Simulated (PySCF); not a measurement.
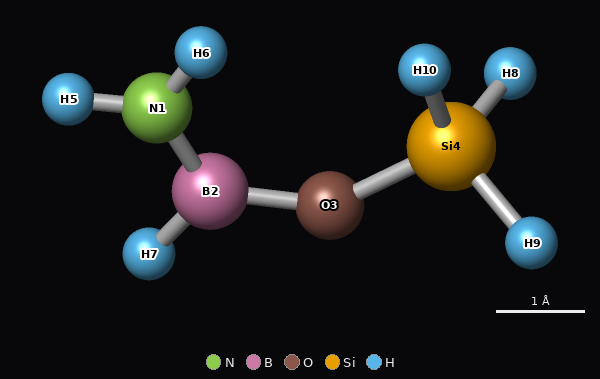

The input geometry of run 1 (ball-and-stick view, seen at a tilt; atoms are numbered from 1 in the order of the input). Bond lengths as drawn: B–H 1.21 Å, B–N 1.40 Å, B–O 1.37 Å, H–N 1.01 Å, H–Si 1.49 to 1.50 Å and O–Si 1.66 Å.

## Two runs on BSiNH6O

System: BSiNH6O, SMILES NBO[SiH3].
Method of run 1: TDDFT PBE0/def2-SVP, vertical, gas phase, core orbitals frozen in the response (PySCF 2.14.0).

The geometry comes from this level: PBE0-D3(BJ)/def2-SVP. Text and figures count atoms from 1; the logs count them from 0 in places.

### Input file, run 1
```
{"job": {"kind": "uv", "xc": "PBE0", "basis": "def2-SVP"}, "charge": 0, "multiplicity": 1}
N     -1.716258    -0.082111    -0.031895
B     -0.719461    -1.060116     0.087044
O      0.595184    -0.756711     0.332124
Si     1.562271     0.575909     0.525898
H     -2.679811    -0.327954    -0.207819
H     -1.554600     0.912716     0.058388
H     -1.022632    -2.227234    -0.029285
H      2.394124     0.772146    -0.696283
H      2.445802     0.358463     1.705009
H      0.744654     1.811591     0.753249
```

The first line tells a small driver script what to run in PySCF; the rest is the geometry in Å.

Launched with:
```bash
OMP_NUM_THREADS=1 python <driver script> task.json out
```

Hardware: 1 CPU thread, shared host.

### Output (run 1)
```
coarse grid: 8584 points
cycle   1  E = -447.3729743795  dE =  2.191e-01  |g| = 6.934e-01  |ddm| = 2.984e+00
cycle   2  E = -447.2207819493  dE =  1.522e-01  |g| = 1.118e+00  |ddm| = 1.513e+00
cycle   3  E = -447.4665702284  dE = -2.458e-01  |g| = 1.105e-01  |ddm| = 1.031e+00
cycle   4  E = -447.4685759006  dE = -2.006e-03  |g| = 4.917e-02  |ddm| = 1.054e-01
cycle   5  E = -447.4690908124  dE = -5.149e-04  |g| = 7.753e-03  |ddm| = 3.753e-02
cycle   6  E = -447.4691054827  dE = -1.467e-05  |g| = 1.387e-03  |ddm| = 8.264e-03
cycle   7  E = -447.4691060295  dE = -5.469e-07  |g| = 1.609e-04  |ddm| = 1.790e-03
final grid: 77568 points
cycle   8  E = -447.5272698578  dE = -1.092e-05  |g| = 7.442e-03  |ddm| = 1.477e-02
cycle   9  E = -447.5272531808  dE =  1.668e-05  |g| = 1.179e-02  |ddm| = 1.268e-02
cycle  10  E = -447.5272810337  dE = -2.785e-05  |g| = 7.404e-04  |ddm| = 8.170e-03
cycle  11  E = -447.5272811648  dE = -1.311e-07  |g| = 1.492e-04  |ddm| = 8.300e-04
cycle  12  E = -447.5272811687  dE = -3.881e-09  |g| = 5.949e-05  |ddm| = 1.410e-04
cycle  13  E = -447.5272811695  dE = -8.151e-10  |g| = 8.609e-06  |ddm| = 5.230e-05
converged SCF energy = -447.5272811695

Static polarisability (au): isotropic 45.222, principal 36.614 44.818 54.234

Singlet excitations
state   eV       nm        f      main configurations
  1   7.3533    168.6   0.00557   H->L 0.96
  2   7.9023    156.9   0.02889   H-1->L 0.94
  3   8.1724    151.7   0.03869   H->L+2 0.41, H->L+1 0.32, H-1->L+1 0.13
  4   8.2474    150.3   0.02835   H-1->L+1 0.82
  5   8.3801    148.0   0.15728   H->L+1 0.54, H->L+2 0.27, H-2->L 0.10
  6   8.6818    142.8   0.00808   H-2->L 0.71, H->L+2 0.19
  7   8.9075    139.2   0.01168   H->L+3 0.66, H->L+5 0.10
  8   9.1049    136.2   0.00092   H->L+5 0.46, H->L+4 0.11, H-1->L+2 0.10
  9   9.1224    135.9   0.01521   H-1->L+2 0.63, H-3->L 0.14
 10   9.2794    133.6   0.04482   H-3->L 0.67, H-1->L+2 0.12

Triplet excitations (Tamm-Dancoff, eV): 6.6995 7.0847 7.4669 7.6783
```

Run 2 used a changed input.

### The two runs side by side

| quantity | run 1 | run 2 |
| --- | --- | --- |
| outcome | converged | converged |
| total energy (hartree) | −447.527281 | −447.706806 |
| HOMO (eV) | −7.85 | −7.67 |
| LUMO (eV) | 0.84 | 0.72 |
| dipole moment (D) | 2.22 | 2.18 |
| lowest excitation (eV) | 7.35 | 7.13 |
| SCF iterations | 13 | 13 |
| strongest computed line (eV) | 8.38 | 8.42 |
| basis functions | 90 | 72 |
| wall time (shared host) | 8.8 s | 7 s |

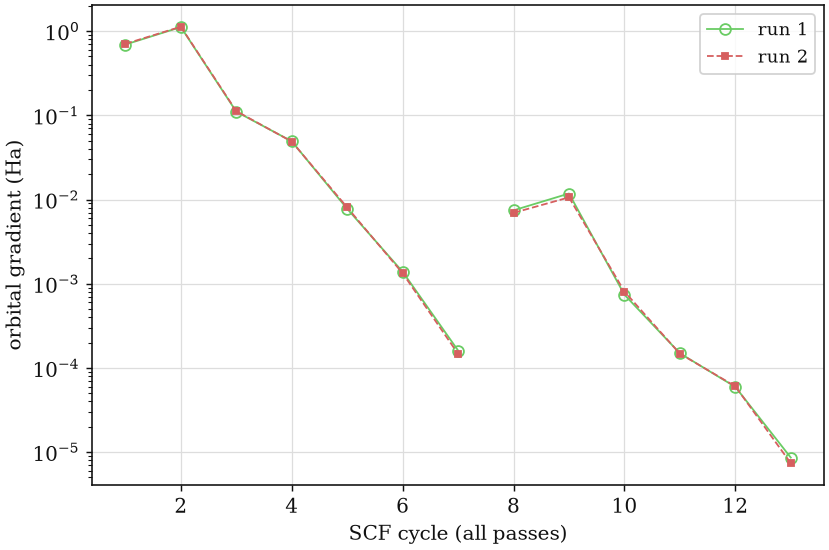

Convergence of the two runs: orbital gradient against the SCF cycle. A break in a curve parts two SCF passes (coarse and final grid). Run 1 takes 13 cycles in all, and run 2 takes 13.

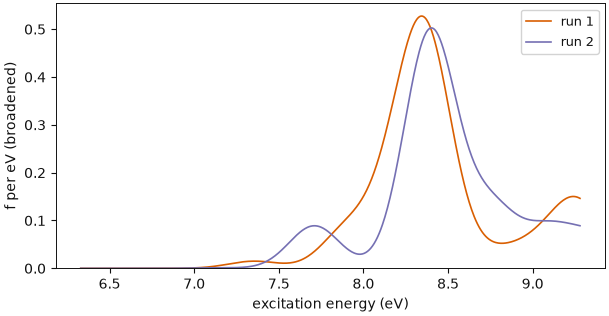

Absorption of the two runs from their computed states, each broadened by a Gaussian of 0.35 eV full width; the range ends where the shorter list of states ends.

Which change of the input explains these differences?

The change (lines with − go, lines with + come):
```diff
-"basis": "def2-SVP"
+"basis": "6-31G*"
```

The total energy of run 2 is 112.7 kcal/mol lower, which measures the change of basis and not a stability. The HOMO goes from −7.85 to −7.67 eV. The LUMO goes from 0.84 to 0.72 eV. The dipole moment goes from 2.22 to 2.18 D. The lowest excitation goes from 7.35 to 7.13 eV. The strongest computed line goes from 8.38 to 8.42 eV. The number of SCF iterations is the same. The basis functions go from 90 to 72.

### Output (run 2)
```
coarse grid: 8584 points
cycle   1  E = -447.6469732559  dE =  2.452e-01  |g| = 7.063e-01  |ddm| = 2.696e+00
cycle   2  E = -447.4936238070  dE =  1.533e-01  |g| = 1.128e+00  |ddm| = 1.428e+00
cycle   3  E = -447.7447154958  dE = -2.511e-01  |g| = 1.123e-01  |ddm| = 9.726e-01
cycle   4  E = -447.7468035207  dE = -2.088e-03  |g| = 4.881e-02  |ddm| = 1.027e-01
cycle   5  E = -447.7473090695  dE = -5.055e-04  |g| = 8.058e-03  |ddm| = 3.730e-02
cycle   6  E = -447.7473251080  dE = -1.604e-05  |g| = 1.332e-03  |ddm| = 7.427e-03
cycle   7  E = -447.7473256117  dE = -5.036e-07  |g| = 1.469e-04  |ddm| = 1.471e-03
final grid: 77568 points
cycle   8  E = -447.7067960081  dE = -8.662e-06  |g| = 6.947e-03  |ddm| = 1.193e-02
cycle   9  E = -447.7067831246  dE =  1.288e-05  |g| = 1.061e-02  |ddm| = 1.150e-02
cycle  10  E = -447.7068061250  dE = -2.300e-05  |g| = 8.074e-04  |ddm| = 7.210e-03
cycle  11  E = -447.7068062749  dE = -1.499e-07  |g| = 1.476e-04  |ddm| = 7.854e-04
cycle  12  E = -447.7068062787  dE = -3.756e-09  |g| = 6.048e-05  |ddm| = 1.335e-04
cycle  13  E = -447.7068062795  dE = -8.151e-10  |g| = 7.388e-06  |ddm| = 4.336e-05
converged SCF energy = -447.7068062795

Static polarisability (au): isotropic 41.567, principal 31.770 41.616 51.316

Singlet excitations
state   eV       nm        f      main configurations
  1   7.1296    173.9   0.00039   H->L 0.96
  2   7.7102    160.8   0.03315   H-1->L 0.95
  3   8.3493    148.5   0.06745   H->L+1 0.39, H-2->L 0.28, H-1->L+1 0.14
  4   8.4160    147.3   0.09211   H-1->L+1 0.43, H->L+1 0.40, H-2->L 0.11
  5   8.4351    147.0   0.02981   H-2->L 0.47, H-1->L+1 0.39, H->L+1 0.09
  6   8.7459    141.8   0.04527   H->L+3 0.36, H->L+4 0.21, H->L+2 0.20
  7   8.9390    138.7   0.00457   H->L+2 0.66, H->L+3 0.25
  8   9.1023    136.2   0.02735   H-3->L 0.89
  9   9.3668    132.4   0.02176   H->L+4 0.56, H->L+3 0.21, H-1->L+2 0.11
 10   9.4813    130.8   0.00257   H-1->L+3 0.64, H-1->L+2 0.20

Triplet excitations (Tamm-Dancoff, eV): 6.7626 6.9335 7.3290 7.8724
```
